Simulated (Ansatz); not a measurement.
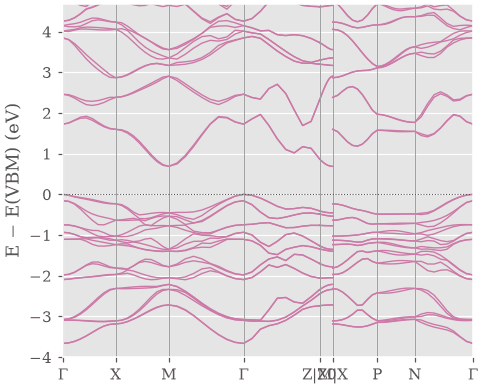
Figure. Band structure from plane-wave PAW r²SCAN with spin–orbit coupling (Ansatz code)

Problem. Read off the gap and where the band edges lie.

Solution. About 0.7 eV (0.69 eV by a search for the band edges); maximum at Γ, minimum at M.

The material is Rb2SnHgTe4 in space group I-42m (No. 121; Rb on 4c, Sn on 2b, Hg on 2a, Te on 8i).

The workflow started from a Materials Project entry (that database holds measured and hypothetical structures alike); the Crystallography Open Database files this formula in space group No. 121, but the cells were not matched. Its standing as an ambient phase is unchecked. The cell was relaxed with r²SCAN under the symmetry of its start; its stability against distortions is not shown here.

Potentials: the later of the program's two PAW sets.
